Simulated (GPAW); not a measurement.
# Te K-edge XANES of zinc-blende (ZnTe)₁₋ₓ(CdTe)ₓ at x = 0.25, part 2 of 3

Aim: the Te K edge in zinc-blende (ZnTe)₁₋ₓ(CdTe)ₓ at x = 0.25, one member of a composition series.

GPAW 26.7.0; X-ray absorption from dipole matrix elements to empty bands, plane-wave PAW PBE.

So far. Step 3 (The field without a hole): The mesh shows a gap of 0.97 eV. The excited electron is kept all the same, so that all members of the series, with or without a gap, are treated alike.

## Step 5: Spectrum with XCH, Te atom 2

The holes are 8.8 Å apart. In GPAW the data set carries the hole's charge, so charge=0 means a charged cell and charge=-1 a neutral one. The excited electron is kept in the cell, where it fills the lowest empty states and screens the hole. After the field has converged, empty bands are computed with the density fixed and the dipole matrix elements are summed.

The absorber has 2 Zn at 2.65 Å, 1 Zn at 2.66 Å and 1 Cd at 2.78 Å (distorted tetrahedral).

The input, xas.py:

```python
import numpy as np
from ase import Atoms
from ase.parallel import parprint, paropen
from gpaw import GPAW, PW, FermiDirac, Mixer, MixerDif, setup_paths
from gpaw.test import gen
setup_paths.insert(0, '.')
gen('Te', name='fch1s', xcname='PBE', corehole=(1, 0, 1), write_xml=True)
from gpaw.mpi import world
world.barrier()

atoms = Atoms('CdTeZnTeZnTeCdTeZnTeZnTeZnTeZnTe',
    cell=[[0, 6.19825, 6.19825],
     [6.19825, 0, 6.19825],
     [6.19825, 6.19825, 0]],
    scaled_positions=[[0.9975608, 0.0022178, 0.0017834],
     [0.1297726, 0.1293843, 0.131034],
     [0.9986985, 0.000829, 0.5009481],
     [0.1352853, 0.1160652, 0.6151098],
     [0.0002596, 0.4989028, 0.0008381],
     [0.135824, 0.6153665, 0.1146671],
     [0.9990357, 0.502785, 0.5013684],
     [0.1298244, 0.6309327, 0.6308065],
     [0.500932, 0.9981168, 0.9991853],
     [0.6093507, 0.1302697, 0.1296758],
     [0.5013492, 0.000777, 0.4992256],
     [0.6252082, 0.1252576, 0.6247707],
     [0.502036, 0.5001381, 0.9992581],
     [0.6264558, 0.6237005, 0.1248185],
     [0.5006324, 0.499822, 0.4995941],
     [0.6105604, 0.6309002, 0.6292453]],
    pbc=True)
atoms.calc = calc = GPAW(legacy_gpaw=True, mode=PW(400, force_complex_dtype=True), xc='PBE', setups={1: 'fch1s'},
    kpts={'size': (3, 3, 3), 'gamma': True}, occupations=FermiDirac(0.04),
    charge=-1, mixer=Mixer(0.1, 5, 50), maxiter=150,
    convergence={'density': 0.0001, 'eigenstates': 1e-6}, txt='scf.txt')
energy = atoms.get_potential_energy() + calc.get_reference_energy()
ef = calc.get_fermi_level()
out = dict(energy=energy, fermi=ef, forces=atoms.get_forces().tolist())
parprint(f'all-electron energy {energy:.4f} eV, Fermi level {ef:.4f} eV')
ev = np.array([[calc.get_eigenvalues(k, s) for k in range(len(calc.get_ibz_k_points()))] for s in range(calc.get_number_of_spins())])
out['homo'], out['lumo'], out['counts'] = ev[ev < ef].max(), ev[ev > ef].min(), sorted(set((ev < ef).sum((0, 2)).tolist()))
out['filled'] = (ev[:, 0] < ef).sum(1).tolist()

from ase.units import Ha
from gpaw.xas import dipole_matrix_elements
nb = int(calc.get_number_of_electrons() / 2) + 242
top, nb = nb, nb + 8 + nb // 12
nscf = calc.fixed_density(kpts={'size': (3, 3, 3), 'gamma': True}, nbands=nb,
    convergence={'bands': top, 'eigenstates': 5e-3}, maxiter=60, txt='nscf.txt')
cell = atoms.cell.array
ops = [cell.T @ U.T @ np.linalg.inv(cell.T) for U in nscf.wfs.kd.symmetry.op_scc]
filled = [72]  # bands filled in the ground state, by spin
E = np.arange(-6, 30, 0.1)
fwhm = np.interp(E, [4, 25], [9.89, 9.89])
Y, X, zero, highest = 0, 0, 1e9, 1e9
for spin in range(nscf.get_number_of_spins()):
    wfs = nscf.wfs
    mine = wfs.bd.get_slice()  # this rank's bands
    A = dipole_matrix_elements(wfs.setups[1])
    eps = np.zeros((wfs.kd.nibzkpts, nb))
    d = np.zeros((3, A.shape[1], wfs.kd.nibzkpts, nb), complex)
    for kpt in wfs.kpt_u:
        if kpt.s == spin and 1 in kpt.P_ani:
            eps[kpt.k, mine] = kpt.eps_n * Ha
            d[:, :, kpt.k, mine] = (kpt.weight * wfs.nspins / 2) ** 0.5 * np.inner(A, kpt.P_ani[1])
    world.sum(eps)
    world.sum(d)
    T = np.einsum('amkn,bmkn->abkn', d, d.conj()).real
    T = sum(np.einsum('ai,ijkn,bj->abkn', R, T, R) for R in ops) / len(ops)
    empty = np.ones_like(eps, bool) & (np.arange(nb) >= filled[spin])
    zero, highest = min(zero, eps[empty].min()), min(highest, eps[:, top - 1].min())
    lines = [(eps, T, empty)] if spin == 0 else lines + [(eps, T, empty)]
for eps, T, empty in lines:
    f = np.einsum('aakn->akn', T).reshape(3, -1)
    x = eps.ravel() - zero
    w = np.interp(x, E, fwhm) / 2.35482
    g = np.exp(-0.5 * ((E[:, None] - x) / w) ** 2) / (w * (2 * np.pi) ** 0.5)
    Y = Y + (f * empty.ravel()) @ g.T
    X = X + (f * ~empty.ravel()) @ g.T
out.update(E=E.round(2).tolist(), xas=Y.tolist(), xes=X.tolist(), zero=zero, valid=highest - zero, nk=len(eps), nb=nb)
for i in range(0, len(E), 10):
    parprint(f'{E[i]:7.2f}', *(f'{v:10.3e}' for v in Y[:, i]))
import json
with paropen('out.json', 'w') as f:
    json.dump(out, f)
```

Launch:

```
OMP_NUM_THREADS=1 mpirun -n 4 gpaw python xas.py
```

Numbers of over 12 decimals in the logs are rounded to 6 here.

The program printed:

```text
Input parameters:
  charge: -1
  convergence: {density: 0.0001,
                eigenstates: 1e-06}
  kpts: {gamma: True,
         size: (3, 3, 3)}
  maxiter: 150
  mixer: {backend: pulay,
          beta: 0.1,
          method: separate,
          nmaxold: 5,
          weight: 50}
  mode: {ecut: 400.0,
         force_complex_dtype: True,
         name: pw}
  occupations: {fixmagmom: False,
                name: fermi-dirac,
                width: 0.04}
  setups: {1: fch1s}
  xc: PBE

Initialize ...

[... PAW data sets ...]

Reference energy: -2043917.651672  # eV

Spin-paired calculation

[... convergence settings ...]
Symmetries present (total): 1
  [... symmetry matrices ...]

27 k-points: 3 x 3 x 3 Monkhorst-Pack grid
14 k-points in the irreducible part of the Brillouin zone
       k-points in crystal coordinates                weights
   0:     0.00000000    0.00000000    0.00000000          1/27
   1:     0.00000000    0.00000000    0.33333333          2/27
   2:     0.00000000    0.33333333   -0.33333333          2/27
   3:     0.00000000    0.33333333    0.00000000          2/27
   4:     0.00000000    0.33333333    0.33333333          2/27
   5:     0.33333333   -0.33333333   -0.33333333          2/27
   6:     0.33333333   -0.33333333    0.00000000          2/27
   7:     0.33333333   -0.33333333    0.33333333          2/27
   8:     0.33333333    0.00000000   -0.33333333          2/27
   9:     0.33333333    0.00000000    0.00000000          2/27
          ...
  13:     0.33333333    0.33333333    0.33333333          2/27

Wave functions: Plane wave expansion
  Cutoff energy: 400.000 eV
  Number of coefficients (min, max): 8632, 8682
  Pulay-stress correction: 0.000000 eV/Ang^3 (de/decut=0.000000)
  Using FFTW library
  Wavefunction extrapolation:
    Improved wavefunction reuse through dual PAW basis

Occupation numbers: Fermi-Dirac:
  width: 0.0400  # eV

Eigensolver
   Davidson(niter=2)

Densities:
  Coarse grid: 42*42*42 grid
  Fine grid: 84*84*84 grid
  Total Charge: 0.000000

Density mixing:
  Method: separate
  Backend: pulay
  Linear mixing parameter: 0.1
  old densities: 5
  Width of damping distribution: 1.1
  Damping of long wavelength oscillations: 50

[... Hamiltonian set-up ...]
Number of atoms: 16
Number of atomic orbitals: 104
Number of bands in calculation: 91
Number of valence electrons: 145
Bands to converge: occupied

... initialized

Initializing position-dependent things.

Density initialized from atomic densities
Creating initial wave functions:
  91 bands from LCAO basis set

                            Cd             Zn

                               Te
                    Zn             Zn
                     Te
           Cd             Zn
                       Te

              Te             Te
                  Zn
                   Te

                     Te
            Te Zn

Atomic positions and initial magnetic moments

Positions:
   0 Cd     0.024800    6.194185    6.196878    ( 0.0000,  0.0000,  0.0000)
   1 Te     1.614138    1.616545    1.606319    ( 0.0000,  0.0000,  0.0000)
   2 Zn     3.110140    9.295185    6.195321    ( 0.0000,  0.0000,  0.0000)
   3 Te     4.532005    4.651136    1.557933    ( 0.0000,  0.0000,  0.0000)
   4 Zn     3.097519    0.006804    3.093933    ( 0.0000,  0.0000,  0.0000)
   5 Te     4.524931    1.552606    4.656067    ( 0.0000,  0.0000,  0.0000)
   6 Cd     6.223994    9.299880    9.308660    ( 0.0000,  0.0000,  0.0000)
[...]
13 Te     4.639508    4.656586    7.748781    ( 0.0000,  0.0000,  0.0000)
  14 Zn     6.194631    6.199654    6.201066    ( 0.0000,  0.0000,  0.0000)
  15 Te     7.810697    7.684626    7.694883    ( 0.0000,  0.0000,  0.0000)

Unit cell:
           periodic     x           y           z      points  spacing
  1. axis:    yes    0.000000    6.198250    6.198250    42     0.1704
  2. axis:    yes    6.198250    0.000000    6.198250    42     0.1704
  3. axis:    yes    6.198250    6.198250    0.000000    42     0.1704

  Lengths:   8.765649   8.765649   8.765649
  Angles:   60.000000  60.000000  60.000000

Effective grid spacing dv^(1/3) = 0.1859

iter:   1   -50.991508
iter:   2   -50.748941   -0.40  -1.30
iter:   3   -49.281054   -1.17  -1.34
iter:   4   -49.311728   -1.89  -1.55
iter:   5   -49.400965   -2.14  -1.60
iter:   6   -49.301134   -2.55  -2.13
iter:   7   -49.295815   -3.08  -2.42
iter:   8   -49.295126c  -3.80  -2.65
iter:   9   -49.294497c  -4.51  -2.97
iter:  10   -49.294276c  -4.89  -3.25
iter:  11   -49.294300c  -5.10  -3.34
iter:  12   -49.294278c  -5.78  -3.41
iter:  13   -49.294244c  -5.78  -3.56
iter:  14   -49.294246c  -6.09c -3.75
iter:  15   -49.294235c  -6.79c -4.08c

Converged after 15 iterations.

Dipole moment: (-40.155688, -35.826927, -35.937095) |e|*Ang

Energy contributions relative to reference atoms: (reference = -2043917.651672)

Kinetic:       +144.430804
Potential:     -130.732071
External:        +0.000000
XC:             -64.200554
Entropy (-ST):   -0.008448
Local:           +1.211810
SIC:             +0.000000
--------------------------
Free energy:    -49.298459
Extrapolated:   -49.294235

Showing only first 2 kpts
 Kpt  Band  Eigenvalues  Occupancy
  0    70      3.94763    2.00000
  0    71      3.95970    2.00000
  0    72      4.74324    2.00000
  0    73      5.55278    1.99620

  1    70      3.69592    2.00000
  1    71      3.72571    2.00000
  1    72      5.57037    1.99411
[...]
Fermi level: 5.80338

No gap
No difference between direct/indirect transitions

Forces in eV/Ang:
  0 Cd   -0.39332   -0.43102   -0.43528
  1 Te    0.05415    0.08190    0.07500
  2 Zn    0.41979    0.36208   -0.51353
  3 Te    0.00826   -0.02444    0.06529
  4 Zn    0.42219   -0.52883    0.36477
  5 Te    0.01714    0.07550   -0.01672
  6 Cd    0.06669   -0.02488   -0.02052
[...]
13 Te    0.01880   -0.00751   -0.07240
 14 Zn   -0.03914    0.01963    0.02632
 15 Te   -0.00833    0.00206   -0.01199
Scalar-relativistic atomic PBE calculation for Te (Tellurium, Z=52)
Core hole in 1s state (1s occupation: 1.0)
750 radial gridpoints.
|------------------------------------------------|
|------------------------------------------------|
[... the atom generator's iteration count ...]

Energy contributions:
-------------------------
Kinetic:    +5837.300854
XC:          -157.825395
Potential: -11297.295547
-------------------------
Total:      -5617.820089

state      eigenvalue         ekin         rmax
-----------------------------------------------
1s^1.0 : -1186.592786  1496.476856        0.018
2s^2.0 :  -185.199412   318.833754        0.100
2p^6.0 :  -168.155525   303.034527        0.080
3s^2.0 :   -37.696878    93.121434        0.288
3p^6.0 :   -31.889897    86.890351        0.280
3d^10.0:   -22.675085    79.763418        0.232
4s^2.0 :    -6.895748    26.345077        0.685
4p^6.0 :    -5.034984    22.890747        0.716
4d^10.0:    -2.209861    16.808328        0.777
5s^2.0 :    -0.953543     4.579225        1.703
5p^4.0 :    -0.564984     3.113453        1.982
-----------------------------------------------
(units: Bohr and Hartree)

Generating PAW setup
Kinetic energy of the core from tauc = 5976.270196
Cutoffs:
rc(s)=2.230
rc(p)=2.260
rc(d)=2.340
rc(vbar)=2.160
rc(comp)=2.160
rc(nct)=2.340

Kinetic energy of the core states: 5815.688593
Charge: 1.0
Core electrons: 45.0
Valence electrons: 6.0
Pseudo-core charge: 1.294972
Shape function alpha=2.143
Pseudo-electron charge 8.213287
state    eigenvalue         norm
--------------------------------
5s(2) :    -0.953543     1.327979
*s    :     0.046457
5p(4) :    -0.564984     1.065589
*p    :     0.435016
*d    :     0.000000
--------------------------------

Diagonalizing with gridspacing h=0.050

state   all-electron     PAW
-------------------------------
5s:      -0.953543    -0.958612
5p:      -0.564984    -0.567648
*d:                   -0.148396
*f:                   -0.023744
-------------------------------
all-electron energy -2043966.9459 eV, Fermi level 5.8034 eV
[...]
27.00  1.139e-08  1.140e-08  1.141e-08
  28.00  1.122e-08  1.120e-08  1.122e-08
  29.00  1.096e-08  1.091e-08  1.095e-08
```

Run time: 6.7 min. Hardware: 4 MPI ranks of Arm Neoverse V2, shared host; peak memory 0.81 GiB.

The Te K spectrum, Te atom 2, excited-electron core hole (neutral cell) (energy from the bottom of the conduction band, which holds the excited electron; intensity scaled to a mean of 1 over the first 20 eV):

```
E (eV)  intensity
  -2.0       0.35
  -0.5       0.52
   1.0       0.71
   2.5       0.88
   4.0       1.02
   5.5       1.10
   7.0       1.12
   8.5       1.11
  10.0       1.07
  11.5       1.03
  13.0       1.00
  14.5       0.99
  16.0       1.00
  17.5       1.01
  19.0       1.02
  20.5       1.03
  22.0       1.02
  23.5       1.00
  25.0       0.98
  26.5       0.96
  28.0       0.94
```

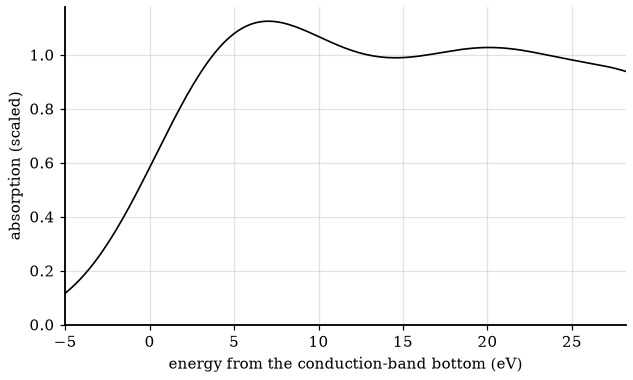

The Te K edge, Te atom 2, excited-electron core hole (neutral cell): main maxima at 7.0 and 20.0 eV.

Main maxima below 22 eV (height): 7.0 eV (1.12) and 20.0 eV (1.03). A K edge sees empty p states on the absorber.

The energy difference (zero at 31914 eV) isn't read as a photon energy: for so heavy an absorber the terms left out (the hole's spin, the functional's error) amount to tens of eV or more.

## Step 6: Reference energy of the cell

The absorbing element, whose data set is made anew, changes for the next run, so it gets a reference energy of its own.

The input, scf.py:

```python
import numpy as np
from ase import Atoms
from ase.parallel import parprint, paropen
from gpaw import GPAW, PW, FermiDirac, Mixer, MixerDif, setup_paths
from gpaw.test import gen
setup_paths.insert(0, '.')
gen('Zn', name='nch1s', xcname='PBE', corehole=(1, 0, 0), write_xml=True)
from gpaw.mpi import world
world.barrier()

atoms = Atoms('CdTeZnTeZnTeCdTeZnTeZnTeZnTeZnTe',
    cell=[[0, 6.19825, 6.19825],
     [6.19825, 0, 6.19825],
     [6.19825, 6.19825, 0]],
    scaled_positions=[[0.9975608, 0.0022178, 0.0017834],
     [0.1297726, 0.1293843, 0.131034],
     [0.9986985, 0.000829, 0.5009481],
     [0.1352853, 0.1160652, 0.6151098],
     [0.0002596, 0.4989028, 0.0008381],
     [0.135824, 0.6153665, 0.1146671],
     [0.9990357, 0.502785, 0.5013684],
     [0.1298244, 0.6309327, 0.6308065],
     [0.500932, 0.9981168, 0.9991853],
     [0.6093507, 0.1302697, 0.1296758],
     [0.5013492, 0.000777, 0.4992256],
     [0.6252082, 0.1252576, 0.6247707],
     [0.502036, 0.5001381, 0.9992581],
     [0.6264558, 0.6237005, 0.1248185],
     [0.5006324, 0.499822, 0.4995941],
     [0.6105604, 0.6309002, 0.6292453]],
    pbc=True)
atoms.calc = calc = GPAW(legacy_gpaw=True, mode=PW(400, force_complex_dtype=True), xc='PBE', setups={4: 'nch1s'},
    kpts={'size': (3, 3, 3), 'gamma': True}, occupations=FermiDirac(0.02),
    charge=0, mixer=Mixer(0.1, 5, 50), maxiter=150,
    convergence={'density': 0.0001, 'eigenstates': 1e-6}, txt='scf.txt')
energy = atoms.get_potential_energy() + calc.get_reference_energy()
ef = calc.get_fermi_level()
out = dict(energy=energy, fermi=ef, forces=atoms.get_forces().tolist())
parprint(f'all-electron energy {energy:.4f} eV, Fermi level {ef:.4f} eV')
ev = np.array([[calc.get_eigenvalues(k, s) for k in range(len(calc.get_ibz_k_points()))] for s in range(calc.get_number_of_spins())])
out['homo'], out['lumo'], out['counts'] = ev[ev < ef].max(), ev[ev > ef].min(), sorted(set((ev < ef).sum((0, 2)).tolist()))
out['filled'] = (ev[:, 0] < ef).sum(1).tolist()
import json
with paropen('out.json', 'w') as f:
    json.dump(out, f)
```

Launch:

```
OMP_NUM_THREADS=1 mpirun -n 4 gpaw python scf.py
```

The program printed:

```text
Input parameters:
  convergence: {density: 0.0001,
                eigenstates: 1e-06}
  kpts: {gamma: True,
         size: (3, 3, 3)}
  maxiter: 150
  mixer: {backend: pulay,
          beta: 0.1,
          method: separate,
          nmaxold: 5,
          weight: 50}
  mode: {ecut: 400.0,
         force_complex_dtype: True,
         name: pw}
  occupations: {fixmagmom: False,
                name: fermi-dirac,
[...]
*s    :     0.780349
4p(0) :    -0.041035     1.007410
*p    :     0.958965
3d(10):    -0.372700     0.153765
*d    :     0.627300
--------------------------------

Diagonalizing with gridspacing h=0.050

state   all-electron     PAW
-------------------------------
4s:      -0.219651    -0.219820
4p:      -0.041035    -0.041071
3d:      -0.372700    -0.373322
*f:                    0.071886
-------------------------------
all-electron energy -2075880.9725 eV, Fermi level 4.4238 eV
[key lines of the parts left out:]
Converged after 14 iterations.
Dipole moment: (-39.292017, -34.940670, -35.042067) |e|*Ang
Free energy:    -41.307728
Fermi level: 4.42383
```

It took 89 s on 4 MPI ranks; peak memory 0.42 GiB.

Reference energy: -2075880.972 eV with the cores included.

(Continued in part 3 of 3.)

[Banner, clock and machine lines of the logs are left out without a mark of their own.]

[Logs are printed without paths, hosts, clocks, repeated set-up lines and the standing remarks that a program may print on its own settings, such as how far it seeks lower states.]

[Hosts, paths, dates, database ids (printed as entryN), source tags and the programs' standing remarks are cut or masked in the printed files.]

[Lists of maxima count a maximum above −3 eV only where it reaches 4 % of the highest in the window and stands out from its surroundings by 2 % of it (1.5 % where it reaches 55 %); shoulders and weaker maxima are passed over, and of the rest the first, up to two pre-edge ones and the few strongest are named.]
